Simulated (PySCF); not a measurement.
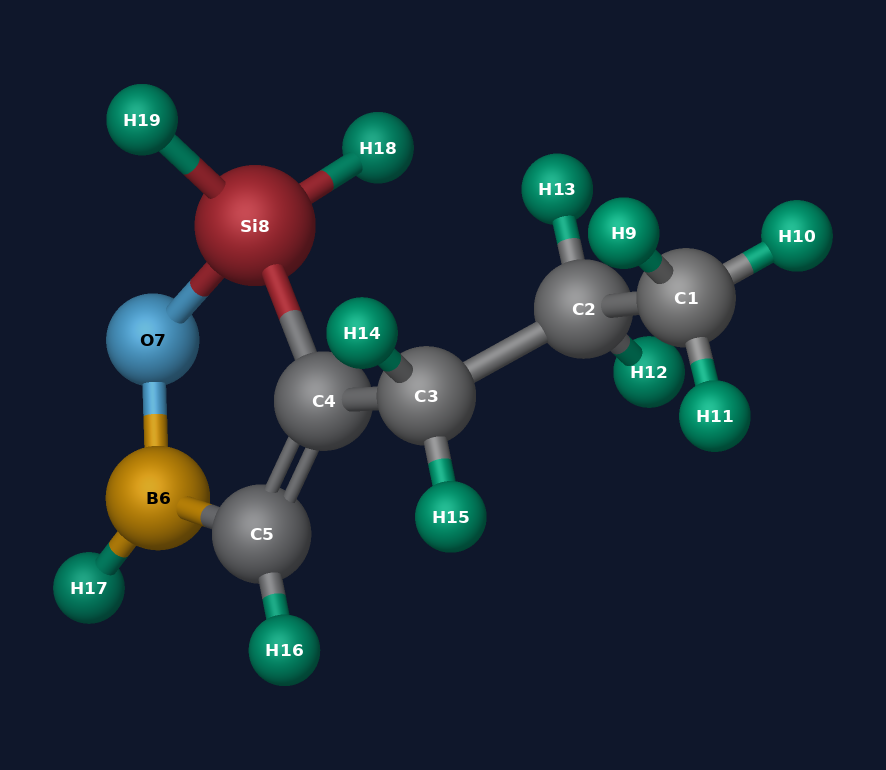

Computed geometry: GFN2-xTB optimisation. No frequency run is at hand to confirm it as a minimum. Electric field gradients from the ground-state density, PBE0/pcSseg-1 (PySCF 2.14.0), non-relativistic apart from any core potentials.

Give the largest field-gradient component, the quadrupole coupling constant and the asymmetry for 11B at B6 (Q = 40.59 mb), 17O at O7 (Q = −25.6 mb), 2H at H9 (Q = 2.86 mb), 2H at H10 (Q = 2.86 mb).

| atom | V_zz (a.u.) | e²qQ/h (MHz) | η |
| --- | --- | --- | --- |
| B6 | 0.454 | 4.33 | 0.38 |
| O7 | 0.797 | −4.79 | 0.65 |
| H9 | 0.314 | 0.211 | 0.02 |
| H10 | 0.316 | 0.212 | 0.02 |

The geometry is semi-empirical. Around B, Si such bond lengths and angles can be off by a tenth of an ångström or more and by several degrees, and values that hang on the shape move with them.
